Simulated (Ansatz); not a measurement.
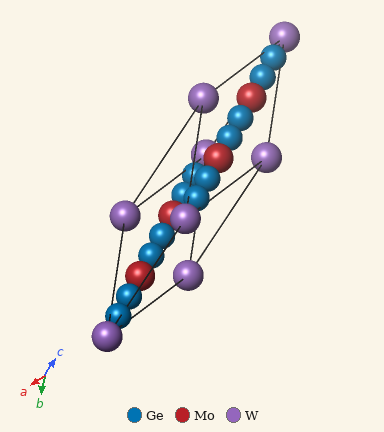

Structure drawing (spheres-only), viewed slightly off an axis. The edges of the simulation cell are marked.

The calculation's input:
```yaml
crystal:
  lattice:
    - [-1.669535061, 1.669535061, 12.4300445329]
    - [1.669535061, -1.669535061, 12.4300445329]
    - [1.669535061, 1.669535061, -12.4300445329]
  atoms:
    - { symbol: Ge, position: [0.1129014506, 0.1129014506, 0.0] }
    - { symbol: Ge, position: [0.7793837604, 0.7793837604, 0.0] }
    - { symbol: Ge, position: [0.4457150869, 0.4457150869, 0.0] }
    - { symbol: Ge, position: [0.2206162396, 0.2206162396, 0.0] }
    - { symbol: Ge, position: [0.8870985494, 0.8870985494, 0.0] }
    - { symbol: Ge, position: [0.5542849131, 0.5542849131, 0.0] }
    - { symbol: Mo, position: [0.6665614405, 0.6665614405, 0.0] }
    - { symbol: Mo, position: [0.3334385595, 0.3334385595, 0.0] }
    - { symbol: W, position: [0.0, 0.0, 0.0] }
basis:
  ecutwfc: 420
kpoints:
  mp_grid: { grid: [16, 16, 16] }
  band_path:
    path:
      - [[0.0, 0.0, 0.0], [0.0, 0.0, 0.5], [0.25, 0.25, 0.25], [0.0, 0.5, 0.0], [0.0, 0.0, 0.0], [0.5, 0.5, -0.5], [0.2545101, 0.7454899, -0.2545101]]
      - [[-0.2545101, 0.2545101, 0.2545101], [0.0, 0.0, 0.0]]
      - [[0.0, 0.0, 0.5], [-0.00902019, 0.00902019, 0.5]]
      - [[0.5, 0.5, -0.00902019], [0.5, 0.5, -0.5]]
    npoints: 14
hamiltonian:
  xc: pbe
scf:
  occupations: { method: gaussian, width: 0.1 }
  n_extra_bands: 22
output:
  forces: true
  stress: true
  eigenvalues: true
  populations: true
  dos: { projected: true, de: 0.02, nscf_kmesh: { grid: [20, 20, 20] } }
  bader: true
  write_density: true
  write_potential: true
  elf: true
  volumetric_format: npy
```
Run as:
```sh
ansatz run input.yaml --threads 4 --pin off --max-ram 8192MiB --backend cpu --events-out ev --progress --plain --runs-dir out
```

Setup: DFT PBE, scalar-relativistic, plane waves, PAW in Ansatz; E_cut = 420 eV, the zone sampled with 16×16×16 points, Gaussian smearing of 0.1 eV, no spin polarisation.

**What charge does Bader's analysis assign to each element?**

Ge -0.16 e; Mo +0.32 e; W +0.32 e.

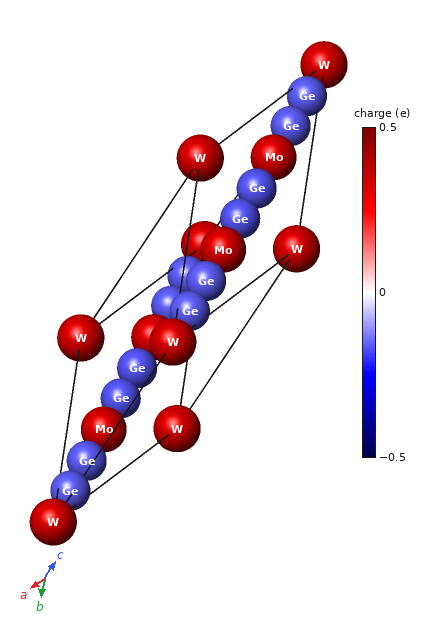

The atoms coloured by those charges.

The structure was taken from a structure type filled with these elements by a generator (whether the compound takes this form wasn't checked). Earlier steps of the study may have refined or changed the cell and positions. A calculation with Ansatz used it as input.
